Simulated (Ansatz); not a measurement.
**CH5AlSi: a ladder of functionals and wavefunction methods**

How much do the methods differ for CH5AlSi? The plan is to run it at one geometry with functionals of several rungs and with coupled cluster, and see how far each lands from CCSD(T) at the basis-set limit for the atomisation energy.

Program: Ansatz 0.2.0, Gaussian basis. Level of theory: functionals in def2-TZVPP, the program's frozen cores in correlated methods. These are calculated values, not measurements.

Levels to be run: LDA (SPW92), PBE-D4, revPBE-D4, BLYP-D4, r2SCAN-D4, B97M-V, PBE0-D4, B3LYP-D4, r2SCANh-D4, r2SCAN0-D4, HSE06-D4, BHLYP-D4, CAM-B3LYP-D4, LC-ωPBE, ωB97X-V, ωB97M-V, B2PLYP, PBE-QIDH; CCSD(T)/def2-SVP; CCSD(T)/def2-TZVPP; MP2/def2-QZVPP; extrapolation to the limit; RPA on PBE.

1 further run of the same task is left out (it didn't finish).

## Step 1: Structure used throughout

An earlier PBE0-D4 in a triple-zeta def2 set relaxation fixed the geometry.

SMILES `[CH2]1[AlH][SiH2]1`, 8 atoms, charge 0, spin multiplicity 1.

Atoms are counted from 1 here; the program's logs count them from 0.

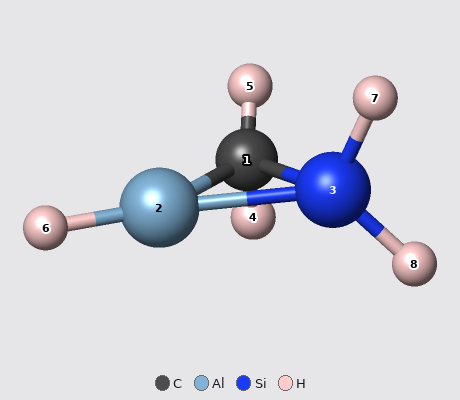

The structure; carbon dark grey, aluminium light blue, silicon blue, hydrogen pink; atoms are numbered from 1 in the order of the file.

## Step 2: LDA

This LDA is Slater exchange with PW92 correlation.

The input, in.yaml:

```yaml
crystal:
  periodic: [false, false, false]
  atoms:
    - {symbol: C, position_ang: [-0.415229, 0.290210, -0.762469]}
    - {symbol: Al, position_ang: [0.095773, 1.187750, 0.892544]}
    - {symbol: Si, position_ang: [0.453746, -1.040187, 0.322816]}
    - {symbol: H, position_ang: [-1.501896, 0.134429, -0.781059]}
    - {symbol: H, position_ang: [-0.066379, 0.467803, -1.779065]}
    - {symbol: H, position_ang: [0.058049, 2.596665, 1.608671]}
    - {symbol: H, position_ang: [1.790796, -1.426309, -0.207033]}
    - {symbol: H, position_ang: [-0.322662, -2.267559, 0.649694]}
basis:
  gaussian: {orbitals: def2-TZVPP}
hamiltonian: {xc: lda}
output: {orbitals: {seedname: orbitals}}
```

Run with:

```sh
$ ansatz run in.yaml --threads 2 --pin off --events-out ev --progress --plain --max-ram 4352MiB
```

Further steps of the session: PBE-D4 (GGA); revPBE-D4 (GGA); BLYP-D4 (GGA); r2SCAN-D4 (meta-GGA); B97M-V (meta-GGA); B3LYP-D4 (hybrid); r2SCANh-D4 (hybrid); r2SCAN0-D4 (hybrid); HSE06-D4 (hybrid); BHLYP-D4 (hybrid); CAM-B3LYP-D4 (range-separated); LC-ωPBE (range-separated); ωB97X-V (range-separated); ωB97M-V (range-separated); B2PLYP (double hybrid); PBE-QIDH (double hybrid); CCSD(T) in def2-SVP; CCSD(T) in def2-TZVPP; MP2 in def2-QZVPP; RPA on PBE orbitals.

**Question.** What will the summary of the whole plan be? Wanted: atomisation energy, CCSD(T)/CBS; farthest beyond LDA; mean size of error, GGA; mean size of error, meta-GGA; mean size of error, hybrid; mean size of error, range-separated; mean size of error, double hybrid; gap, smallest and largest; T1 diagnostic.

As calculated:

| quantity | value |
| --- | --- |
| atomisation energy, CCSD(T)/CBS | 2396.9 kJ/mol |
| functionals within 12.0 kJ/mol (0.5 %) | PBE-D4, PBE0-D4, B3LYP-D4, r2SCANh-D4, r2SCAN0-D4, HSE06-D4, CAM-B3LYP-D4, ωB97M-V |
| farthest beyond LDA | BHLYP-D4 (-49.7 kJ/mol) |
| mean size of error, GGA | 26.0 kJ/mol |
| mean size of error, meta-GGA | 25.7 kJ/mol |
| mean size of error, hybrid | 15.4 kJ/mol |
| mean size of error, range-separated | 9.5 kJ/mol |
| mean size of error, double hybrid | 29.1 kJ/mol |
| gap, smallest and largest | 2.30 eV (LDA (SPW92)), 8.64 eV (LC-ωPBE) |
| T1 diagnostic | 0.0126 |
| triples share of the correlation energy | 4.0 % |

**Reading.** LDA overbinds by 288.6 kJ/mol (12 %). PBE-D4 is off by +6.3 kJ/mol. Double hybrids carry the basis error of their MP2 part in triple zeta, and no dispersion term here, so their miss is partly the set-up's. Taken by rung, range-separated functionals do best (9.5 kJ/mol on average) and double hybrid ones worst beyond LDA (29.1 kJ/mol). The gap between the best rungs is small, so their order is not settled. The reference freezes the cores and leaves out relativity and excitations past (T), so misses under about 12.0 kJ/mol can't be ranked. Hartree-Fock recovers 74 % of the binding; the rest is correlation. CCSD(T) in def2-SVP is off by -149.4 kJ/mol, so the small basis spoils what the method gains. The gap grows from 2.3 to 8.6 eV across the functionals, mostly with the share of exact exchange.
